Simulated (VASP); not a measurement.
# Cs2AgBiBr6: what each functional gives, and what it costs, part 4 of 5

Aim: compute the gap of Cs2AgBiBr6 from the cheapest level upwards and hold each value against experiment. The start is a cell from a database of measured crystal structures.

VASP 6.6.1, plane waves and PAW; the level of theory is named at each step.

Still holding for the runs below: Spin-orbit coupling is off here; with elements this heavy it splits and shifts levels by tenths of an eV or more.

So far, least gap on mesh and path (eV): step 2 (bands, level LDA, k 2×2×2) 1.06; step 3 (bands, level PBEsol, k 2×2×2) 1.14; step 4 (bands, level PBE, k 2×2×2) 1.24; step 5 (bands, level r2SCAN, k 2×2×2) 1.63; step 7 (bands, level BLYP, k 2×2×2) 1.26.

## Step 8: Bands with LAK, k 2×2×2

This step: LAK; plane waves and PAW (Cs_sv, Ag, Bi_d, Br) (VASP 6.6.1).

LAK is a meta-GGA built to open gaps without exact exchange.

INCAR reads:

```
SYSTEM = Cs2AgBiBr6
PREC = Accurate
ENCUT = 400
EDIFF = 1E-06
NELM = 100
ISMEAR = 0
SIGMA = 0.02
LREAL = .FALSE.
ALGO = Normal
METAGGA = LAK
LASPH = .TRUE.
NBANDS = 67
LORBIT = 11
LWAVE = .FALSE.
LCHARG = .FALSE.
NCORE = 8
```

POSCAR reads:

```
Cs2AgBiBr6
1.0
    0.0000000000      5.6161000000      5.6161000000
    5.6161000000      0.0000000000      5.6161000000
    5.6161000000      5.6161000000      0.0000000000
Cs Ag Bi Br
2 1 1 6
Direct
    0.2500000000      0.2500000000      0.2500000000
    0.7500000000      0.7500000000      0.7500000000
    0.5000000000      0.5000000000      0.5000000000
    0.0000000000      0.0000000000      0.0000000000
    0.2505500000      0.7494500000      0.2505500000
    0.2505500000      0.7494500000      0.7494500000
    0.7494500000      0.2505500000      0.7494500000
    0.7494500000      0.2505500000      0.2505500000
    0.2505500000      0.2505500000      0.7494500000
    0.7494500000      0.7494500000      0.2505500000
```

KPOINTS reads:

```
Automatic mesh
0
Gamma
2 2 2
0 0 0
```

KPOINTS_OPT reads:

```
Line mode
12
Line-mode
Reciprocal
  0.00000000   0.00000000   0.00000000 GAMMA
  0.50000000   0.00000000   0.50000000 X

  0.50000000   0.00000000   0.50000000 X
  0.50000000   0.25000000   0.75000000 W

  0.50000000   0.25000000   0.75000000 W
  0.37500000   0.37500000   0.75000000 K

  0.37500000   0.37500000   0.75000000 K
  0.00000000   0.00000000   0.00000000 GAMMA

  0.00000000   0.00000000   0.00000000 GAMMA
  0.50000000   0.50000000   0.50000000 L

  0.50000000   0.50000000   0.50000000 L
  0.62500000   0.25000000   0.62500000 U

  0.62500000   0.25000000   0.62500000 U
  0.50000000   0.25000000   0.75000000 W

  0.50000000   0.25000000   0.75000000 W
  0.50000000   0.50000000   0.50000000 L

  0.50000000   0.50000000   0.50000000 L
  0.37500000   0.37500000   0.75000000 K

  0.62500000   0.25000000   0.62500000 U
  0.50000000   0.00000000   0.50000000 X
```

The projector-augmented-wave data sets are Cs_sv, Ag, Bi_d and Br (PBE family, release 64).

Command:

```
$ mpirun -np 8 vasp_std
```

The log of the run:

```text
[... set-up lines as in an earlier step ...]
 entering main loop
       N       E                     dE             d eps       ncg     rms          rms(c)
DAV:   1     0.855782400550E+03    0.85578E+03   -0.30981E+04   402   0.915E+02
DAV:   2     0.279489076543E+03   -0.57629E+03   -0.54623E+03   483   0.235E+02
DAV:   3     0.214694955674E+03   -0.64794E+02   -0.64120E+02   468   0.925E+01
DAV:   4     0.212824353175E+03   -0.18706E+01   -0.18634E+01   500   0.186E+01
[...]
DAV:  15     0.246259605309E+03    0.67905E-05   -0.44353E-06   476   0.883E-03    0.280E-03
DAV:  16     0.246259606556E+03    0.12474E-05   -0.13422E-07   260   0.219E-03    0.797E-04
DAV:  17     0.246259607294E+03    0.73798E-06   -0.52519E-08   228   0.113E-03
   1 F= 0.24625961E+03 E0= 0.24625961E+03  d E =-.253311E-35
 Start KPOINTS_OPT (optional k-point list driver)
k-point batch [1-3\120]
       N       E                     dE             ncg
DAV:   1     0.607323431560E+02   -0.77203E+03      426
DAV:   2    -0.168601981309E+04   -0.17468E+04      474
DAV:   3    -0.187810280849E+04   -0.19208E+03      492
DAV:   4    -0.188297536211E+04   -0.48726E+01      452
DAV:   5    -0.188310456648E+04   -0.12920E+00      572
DAV:   6    -0.188310754657E+04   -0.29801E-02      473
DAV:   7    -0.188310771332E+04   -0.16676E-03      612
DAV:   8    -0.188310771430E+04   -0.97438E-06      417
[...]
k-point batch [118-120\120]
       N       E                     dE             ncg
DAV:   1     0.417632966106E+02   -0.41272E+04      418
DAV:   2    -0.170843792285E+04   -0.17502E+04      480
DAV:   3    -0.188815105404E+04   -0.17971E+03      500
DAV:   4    -0.189265069379E+04   -0.44996E+01      492
DAV:   5    -0.189277674799E+04   -0.12605E+00      580
DAV:   6    -0.189277857530E+04   -0.18273E-02      532
DAV:   7    -0.189277866788E+04   -0.92578E-04      596
DAV:   8    -0.189277866837E+04   -0.49255E-06      468
```

It took 5.8 min on 8 MPI ranks of Intel Xeon 6975P-C (Granite Rapids), shared host; peak memory 1.6 GiB; 46 min of CPU time.

From OUTCAR (step 8):

```text
  Total        4.9142779      4.9142779      4.9142779     -0.0000000     -0.0000000     -0.0000000
  in kB       22.2246948     22.2246948     22.2246948     -0.0000000     -0.0000000     -0.0000000
  external PRESSURE =      22.2246948 kB  Pullay stress =       0.0000000 kB

 POSITION                                       TOTAL-FORCE (eV/Angst)
 -----------------------------------------------------------------------------------
      2.80805      2.80805      2.80805        -0.000000      0.000000     -0.000000
      8.42415      8.42415      8.42415        -0.000000      0.000000     -0.000000
      5.61610      5.61610      5.61610        -0.000000      0.000000     -0.000000
      0.00000      0.00000      0.00000        -0.000000      0.000000     -0.000000
      5.61610      2.81423      5.61610        -0.000000      0.222336     -0.000000
      8.41797      5.61610      5.61610        -0.222336      0.000000     -0.000000
      5.61610      8.41797      5.61610        -0.000000     -0.222336     -0.000000
      2.81423      5.61610      5.61610         0.222336      0.000000     -0.000000
      5.61610      5.61610      2.81423        -0.000000      0.000000      0.222336
      5.61610      5.61610      8.41797        -0.000000      0.000000     -0.222336
 -----------------------------------------------------------------------------------
    total drift:                                0.000000      0.000000      0.000000

  FREE ENERGIE OF THE ION-ELECTRON SYSTEM (eV)
  ---------------------------------------------------
  free  energy   TOTEN  =       246.2596072942 eV

  energy  without entropy=      246.2596072942  energy(sigma->0) =      246.25960729

[... 2 parts as in an earlier step ...]

[... 1 further part left out ...]
[key lines of the parts left out:]
E-fermi :   1.4731
```

At this level the cell is under a pressure of 2.2 GPa, so at these settings it is away from equilibrium.

The electronic bands at the labelled points (eV, zero at the valence-band top; v1 is the highest filled band, c1 the lowest empty one):

| point | v4 | v3 | v2 | v1 | c1 | c2 | c3 | c4 |
| --- | --- | --- | --- | --- | --- | --- | --- | --- |
| Γ | -1.43 | -1.43 | -0.72 | -0.72 | 2.91 | 2.91 | 2.91 | 4.09 |
| X | -1.69 | -1.44 | -0.72 | 0.00 | 3.39 | 3.39 | 3.72 | 5.19 |
| W | -1.66 | -1.66 | -1.30 | -0.11 | 3.22 | 3.57 | 3.57 | 6.06 |
| K | -1.69 | -1.59 | -1.06 | -0.20 | 2.93 | 3.64 | 3.85 | 5.79 |
| Γ | -1.43 | -1.43 | -0.72 | -0.72 | 2.91 | 2.91 | 2.91 | 4.09 |
| L | -1.72 | -1.43 | -1.36 | -1.36 | 1.93 | 4.21 | 4.21 | 5.40 |
| U | -1.69 | -1.59 | -1.06 | -0.20 | 2.93 | 3.64 | 3.85 | 5.79 |
| W | -1.66 | -1.66 | -1.30 | -0.11 | 3.22 | 3.57 | 3.57 | 6.06 |
| L | -1.72 | -1.43 | -1.36 | -1.36 | 1.93 | 4.21 | 4.21 | 5.40 |
| K | -1.69 | -1.59 | -1.06 | -0.20 | 2.93 | 3.64 | 3.85 | 5.79 |
| jump to U | -1.69 | -1.59 | -1.06 | -0.20 | 2.93 | 3.64 | 3.85 | 5.79 |
| X | -1.69 | -1.44 | -0.72 | 0.00 | 3.39 | 3.39 | 3.72 | 5.19 |

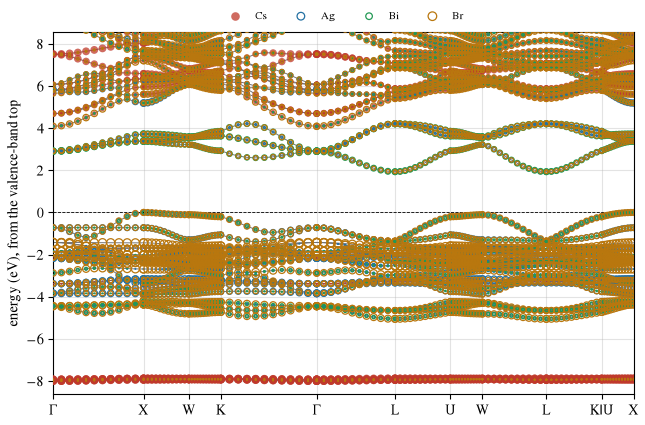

Electronic bands along the path; dots are coloured as in the legend, and their area grows with the weight.

The gap is 1.93 eV, indirect, from X to L. Against LDA that is +0.87 eV; this run took 2.3 times the core time.

## Step 9: Starting orbitals for the hybrid

This step: PBE; plane waves and PAW (Cs_sv, Ag, Bi_d, Br) (VASP 6.6.1).

A hybrid converges badly from random orbitals, so a cheap semilocal run writes a WAVECAR on the same mesh first.

INCAR reads:

```
SYSTEM = Cs2AgBiBr6
PREC = Accurate
ENCUT = 400
EDIFF = 1E-05
NELM = 100
ISMEAR = 0
SIGMA = 0.02
LREAL = .FALSE.
ALGO = Normal
GGA = PE
NBANDS = 53
LASPH = .TRUE.
LORBIT = 11
LWAVE = .TRUE.
LCHARG = .FALSE.
NCORE = 8
```

POSCAR is that of step 8.

KPOINTS is that of step 8.

Command:

```
$ mpirun -np 8 vasp_std
```

The log of the run:

```text
[... set-up lines as in an earlier step ...]
 entering main loop
       N       E                     dE             d eps       ncg     rms          rms(c)
DAV:   1     0.633790603864E+03    0.63379E+03   -0.32239E+04   326   0.116E+03
DAV:   2     0.322030433233E+02   -0.60159E+03   -0.58799E+03   413   0.276E+02
DAV:   3    -0.288682768402E+02   -0.61071E+02   -0.60800E+02   380   0.105E+02
DAV:   4    -0.305500022896E+02   -0.16817E+01   -0.16782E+01   380   0.215E+01
DAV:   5    -0.306087466664E+02   -0.58744E-01   -0.58725E-01   447   0.351E+00    0.805E+00
DAV:   6    -0.293435834578E+02    0.12652E+01   -0.22785E+00   404   0.844E+00    0.540E+00
DAV:   7    -0.292620918085E+02    0.81492E-01   -0.12290E+00   388   0.399E+00    0.235E+00
DAV:   8    -0.292683907504E+02   -0.62989E-02   -0.11211E-01   364   0.169E+00    0.583E-01
DAV:   9    -0.292702661055E+02   -0.18754E-02   -0.93324E-03   372   0.540E-01    0.133E-01
DAV:  10    -0.292710277670E+02   -0.76166E-03   -0.15941E-03   375   0.157E-01    0.848E-02
DAV:  11    -0.292712962103E+02   -0.26844E-03   -0.28680E-04   356   0.744E-02    0.154E-02
DAV:  12    -0.292713187722E+02   -0.22562E-04   -0.32482E-05   359   0.277E-02    0.961E-03
DAV:  13    -0.292713244398E+02   -0.56677E-05   -0.17339E-05   236   0.172E-02
   1 F= -.29271324E+02 E0= -.29271324E+02  d E =-.369188E-31
 writing wavefunctions
```

The job ended after 9.4 s (8 MPI ranks; peak memory 1.2 GiB; 69 s of CPU time).

OUTCAR, selected parts (step 9):

```text
   k-points           NKPTS =      3   k-points in BZ     NKDIM =      3   number of bands    NBANDS=     53

   NELECT =      86.0000    total number of electrons

 E-fermi :   1.6227

 k-point     1 :       0.0000    0.0000    0.0000
  band No.  band energies     occupation
    ...
     39       0.2184      2.00000
     40       0.2184      2.00000
     41       0.2184      2.00000
     42       0.7701      2.00000
     43       0.7701      2.00000
     44       3.7427      0.00000
     45       3.7427      0.00000
     46       3.7427      0.00000
     47       5.0535      0.00000
     48       5.9408      0.00000
    ...

  Total        4.5443124      4.5443124      4.5443124      0.0000000      0.0000000     -0.0000000
  in kB       20.5515354     20.5515354     20.5515354      0.0000000      0.0000000     -0.0000000
  external PRESSURE =      20.5515354 kB  Pullay stress =       0.0000000 kB

 POSITION                                       TOTAL-FORCE (eV/Angst)
 -----------------------------------------------------------------------------------
      2.80805      2.80805      2.80805        -0.000000      0.000000      0.000000
      8.42415      8.42415      8.42415         0.000000     -0.000000      0.000000
      5.61610      5.61610      5.61610         0.000000      0.000000      0.000000
      0.00000      0.00000      0.00000         0.000000      0.000000      0.000000
      5.61610      2.81423      5.61610         0.000000      0.232045      0.000000
      8.41797      5.61610      5.61610        -0.232045      0.000000      0.000000
      5.61610      8.41797      5.61610         0.000000     -0.232045      0.000000
      2.81423      5.61610      5.61610         0.232045      0.000000      0.000000
      5.61610      5.61610      2.81423         0.000000      0.000000      0.232045
      5.61610      5.61610      8.41797         0.000000      0.000000     -0.232045
 -----------------------------------------------------------------------------------
    total drift:                                0.000000      0.000000      0.000000

  FREE ENERGIE OF THE ION-ELECTRON SYSTEM (eV)
  ---------------------------------------------------
  free  energy   TOTEN  =       -29.2713244398 eV

  energy  without entropy=      -29.2713244398  energy(sigma->0) =      -29.27132444

[... 7 parts as in an earlier step ...]

[... 6 further parts left out ...]
```

The gap is read on the k-mesh alone, so it is an upper bound where the band edges lie off the mesh.

A gap read on the k-mesh alone can miss the band edges.

This step gave:

| Quantity | Value |
| --- | --- |
| SCF cycles | 13 |
| bands | 53 |
| free energy (TOTEN) | -29.27 eV |
| Fermi energy | 1.623 eV |
| pressure | 2.055 GPa |
| least direct gap at k | 0.5, 0, 0 |
| gap on the k-mesh | 1.236 eV |
| least direct gap on the k-mesh | 2.517 eV |

Force by atom:

| atom | x (eV/Å) | y (eV/Å) | z (eV/Å) | size |
| --- | --- | --- | --- | --- |
| Cs1 | 0.000 | 0.000 | 0.000 | 0.000 |
| Cs2 | 0.000 | 0.000 | 0.000 | 0.000 |
| Ag3 | 0.000 | 0.000 | 0.000 | 0.000 |
| Bi4 | 0.000 | 0.000 | 0.000 | 0.000 |
| Br5 | 0.000 | 0.232 | 0.000 | 0.232 |
| Br6 | -0.232 | 0.000 | 0.000 | 0.232 |
| Br7 | 0.000 | -0.232 | 0.000 | 0.232 |
| Br8 | 0.232 | 0.000 | 0.000 | 0.232 |
| Br9 | 0.000 | 0.000 | 0.232 | 0.232 |
| Br10 | 0.000 | 0.000 | -0.232 | 0.232 |

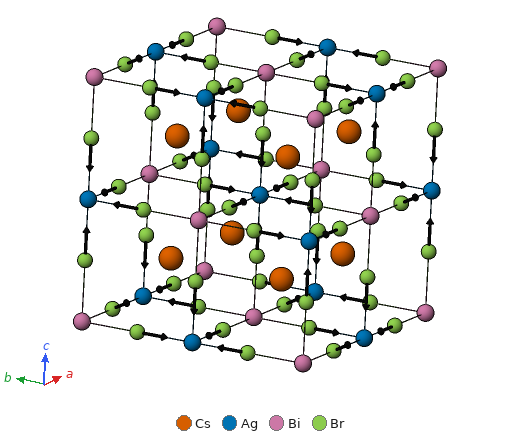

Force as arrows, the longest 0.232 eV/Å. Some periodic images of atoms are drawn too.

## Step 10: Bands with HSE06, k 2×2×2

This step: HSE06; plane waves and PAW (Cs_sv, Ag, Bi_d, Br) (VASP 6.6.1).

HSE06 mixes in a quarter of exact exchange at short range, at far higher cost; in semiconductors this cures much of the gap error, while metals seldom gain.

INCAR reads:

```
SYSTEM = Cs2AgBiBr6
PREC = Accurate
ENCUT = 400
EDIFF = 1E-06
NELM = 100
ISMEAR = 0
SIGMA = 0.02
LREAL = .FALSE.
ALGO = Normal
LHFCALC = .TRUE.
AEXX = 0.25
GGA = PE
HFSCREEN = 0.2
LASPH = .TRUE.
NBANDS = 53
PRECFOCK = Fast
LORBIT = 11
LWAVE = .FALSE.
LCHARG = .FALSE.
```

POSCAR is that of step 9.

KPOINTS is that of step 9.

Changes to KPOINTS_OPT since step 8:

```diff
@@ -1,3 +1,3 @@
 Line mode
-12
+6
 Line-mode
```

The WAVECAR or CHGCAR of an earlier step is read.

Command:

```
$ mpirun -np 8 vasp_std
```

The log of the run:

```text
[banner, memory and clock lines left out]
running    8 mpi-ranks, on    1 nodes
[...]
[... a notice as in an earlier step ...]

 LDA part: xc-table for (Slater+PW92), standard interpolation
|                                                                             |
|           W    W    AA    RRRRR   N    N  II  N    N   GGGG   !!!           |
|           W    W   A  A   R    R  NN   N  II  NN   N  G    G  !!!           |
|           W    W  A    A  R    R  N N  N  II  N N  N  G       !!!           |
|           W WW W  AAAAAA  RRRRR   N  N N  II  N  N N  G  GGG   !            |
|           WW  WW  A    A  R   R   N   NN  II  N   NN  G    G                |
|           W    W  A    A  R    R  N    N  II  N    N   GGGG   !!!           |
|                                                                             |
|     The number of bands has been changed from the values supplied in        |
|     The orbitals not found in the WAVECAR file will be initialized with     |
|     random numbers, which is usually adequate. For correlated               |
[...]
1 F= -.35315818E+02 E0= -.35315818E+02  d E =-.830109E-25
 Start KPOINTS_OPT (optional k-point list driver)
k-point batch [1-3\60]
       N       E                     dE             ncg
DAV:   1     0.126670103197E+03   -0.77476E+03      352
DAV:   2    -0.182550721755E+04   -0.19522E+04      384
DAV:   3    -0.210478132581E+04   -0.27927E+03      392
DAV:   4    -0.211629865960E+04   -0.11517E+02      392
DAV:   5    -0.211660056833E+04   -0.30191E+00      416
DAV:   6    -0.211661093248E+04   -0.10364E-01      440
DAV:   7    -0.211661137614E+04   -0.44366E-03      448
DAV:   8    -0.211661138810E+04   -0.11963E-04      344
DAV:   9    -0.211661138856E+04   -0.45384E-06      280
[...]
k-point batch [58-60\60]
       N       E                     dE             ncg
DAV:   1     0.139709072645E+03   -0.40937E+04      336
DAV:   2    -0.184220387467E+04   -0.19819E+04      400
DAV:   3    -0.211418014242E+04   -0.27198E+03      392
DAV:   4    -0.212473031464E+04   -0.10550E+02      408
DAV:   5    -0.212500740062E+04   -0.27709E+00      432
DAV:   6    -0.212501623230E+04   -0.88317E-02      424
DAV:   7    -0.212501660185E+04   -0.36954E-03      488
DAV:   8    -0.212501661240E+04   -0.10559E-04      408
DAV:   9    -0.212501661274E+04   -0.33099E-06      296
```

The job ended after 19 min (8 MPI ranks; peak memory 3.2 GiB).

OUTCAR, selected parts (step 10):

```text
 POSITION                                       TOTAL-FORCE (eV/Angst)
 -----------------------------------------------------------------------------------
      2.80805      2.80805      2.80805        -0.000000     -0.000000      0.000000
      8.42415      8.42415      8.42415        -0.000000     -0.000000     -0.000000
      5.61610      5.61610      5.61610         0.000000     -0.000000      0.000000
      0.00000      0.00000      0.00000         0.000000     -0.000000      0.000000
      5.61610      2.81423      5.61610         0.000000      0.054952      0.000000
      8.41797      5.61610      5.61610        -0.054952     -0.000000      0.000000
      5.61610      8.41797      5.61610         0.000000     -0.054952      0.000000
      2.81423      5.61610      5.61610         0.054952     -0.000000      0.000000
      5.61610      5.61610      2.81423         0.000000     -0.000000      0.054952
      5.61610      5.61610      8.41797         0.000000     -0.000000     -0.054952
 -----------------------------------------------------------------------------------
    total drift:                                0.000079     -0.000040     -0.000010

  FREE ENERGIE OF THE ION-ELECTRON SYSTEM (eV)
  ---------------------------------------------------
  free  energy   TOTEN  =       -35.3158175526 eV

  energy  without entropy=      -35.3158175526  energy(sigma->0) =      -35.31581755

[... 1 part as in an earlier step ...]

[... 2 further parts left out ...]
[key lines of the parts left out:]
E-fermi :   0.9440
```

The k-mesh is coarse for exact exchange; levels may shift by about 0.1 eV on a finer one.

Electronic bands along the path, in eV, zero at the valence-band top; v1 is the highest filled band, c1 the lowest empty one:

| point | v4 | v3 | v2 | v1 | c1 | c2 | c3 | c4 |
| --- | --- | --- | --- | --- | --- | --- | --- | --- |
| Γ | -1.46 | -1.46 | -0.90 | -0.90 | 3.17 | 3.17 | 3.17 | 4.57 |
| X | -1.91 | -1.48 | -0.91 | 0.00 | 3.70 | 3.70 | 4.09 | 5.63 |
| W | -1.73 | -1.73 | -1.53 | -0.12 | 3.54 | 3.91 | 3.91 | 6.56 |
| K | -1.85 | -1.65 | -1.26 | -0.21 | 3.22 | 3.99 | 4.20 | 6.35 |
| Γ | -1.46 | -1.46 | -0.90 | -0.90 | 3.17 | 3.17 | 3.17 | 4.57 |
| L | -1.75 | -1.53 | -1.53 | -1.36 | 2.16 | 4.60 | 4.60 | 5.92 |
| U | -1.85 | -1.65 | -1.26 | -0.21 | 3.22 | 3.99 | 4.20 | 6.35 |
| W | -1.73 | -1.73 | -1.53 | -0.12 | 3.54 | 3.91 | 3.91 | 6.56 |
| L | -1.75 | -1.53 | -1.53 | -1.36 | 2.16 | 4.60 | 4.60 | 5.92 |
| K | -1.85 | -1.65 | -1.26 | -0.21 | 3.22 | 3.99 | 4.20 | 6.35 |
| jump to U | -1.85 | -1.65 | -1.26 | -0.21 | 3.22 | 3.99 | 4.20 | 6.35 |
| X | -1.91 | -1.48 | -0.91 | 0.00 | 3.70 | 3.70 | 4.09 | 5.63 |

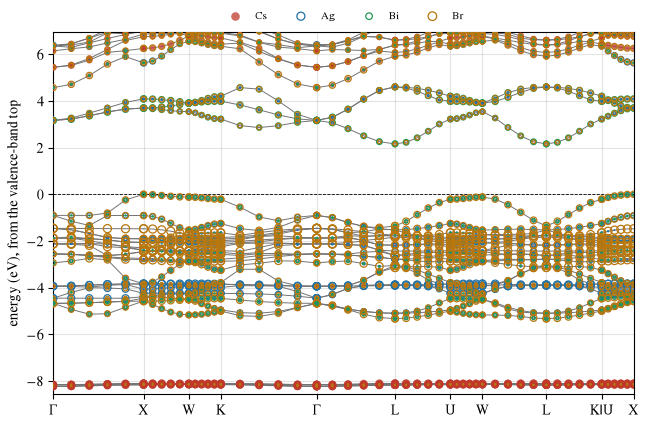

Electronic bands along the path; dots are coloured as in the legend, and their area grows with the weight.

The gap is 2.16 eV, indirect, from X to L. Against LDA that is +1.10 eV; this run took 7.5 times the core time, on fewer points of the path.

(Continued in part 5 of 5.)

[Lines on the potential files, build, host, timing and source positions are cut from VASP's logs without a mark.]

[Logs are printed without paths, hosts, clocks, repeated set-up lines and the standing remarks that a program may print on its own settings, such as how far it seeks lower states.]

[Hosts, paths, dates, database ids (printed as entryN), source tags and the programs' standing remarks are cut or masked in the printed files.]

[A measured line is paired with the nearest computed mode of its activity, which favours agreement.]
